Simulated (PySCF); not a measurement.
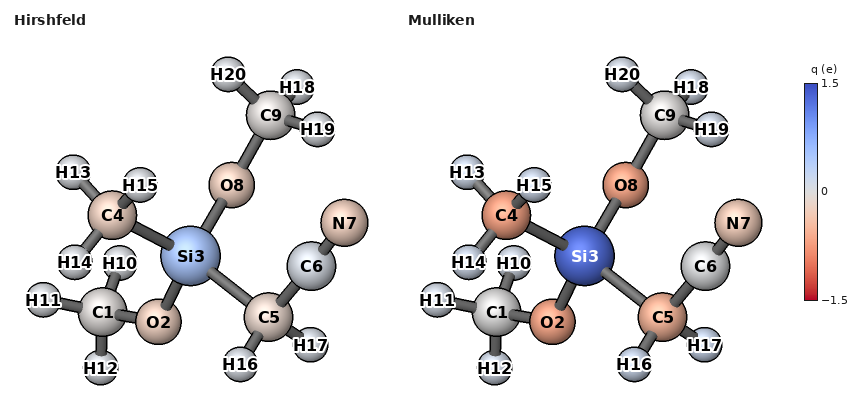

Atomic charges of one calculation by 2 schemes, on one colour scale. The geometry was computed by an optimisation with GFN2-xTB. No frequency run is at hand to confirm it as a minimum. Method: PBE0/pcSseg-1 (PySCF 2.14.0).

### Which scheme gives the most polar picture (largest mean size of the charges)?

The Mulliken charges are the largest in size here.

### On which atom do the schemes disagree most?

On Si3 (from 0.50 to 1.26 e).

List the charges (e), one line for each set of equivalent atoms.

| atom | Hirshfeld | Mulliken |
| --- | --- | --- |
| C1 | −0.03 | 0.00 |
| O2 | −0.23 | −0.64 |
| Si3 | 0.50 | 1.26 |
| C4 | −0.22 | −0.68 |
| C5 | −0.14 | −0.51 |
| C6 | 0.08 | 0.02 |
| N7 | −0.24 | −0.27 |
| O8 | −0.23 | −0.65 |
| C9 | −0.03 | −0.02 |
| H10 | 0.04 | 0.11 |
| H11 | 0.04 | 0.10 |
| H12 | 0.05 | 0.12 |
| H13 | 0.04 | 0.14 |
| H14 | 0.05 | 0.14 |
| H15 | 0.05 | 0.16 |
| H16 | 0.07 | 0.19 |
| H17 | 0.07 | 0.19 |
| H18 | 0.05 | 0.12 |
| H19 | 0.04 | 0.13 |
| H20 | 0.04 | 0.10 |

The geometry is semi-empirical. Around Si such bond lengths and angles can be off by a tenth of an ångström or more and by several degrees, and values that hang on the shape move with them.
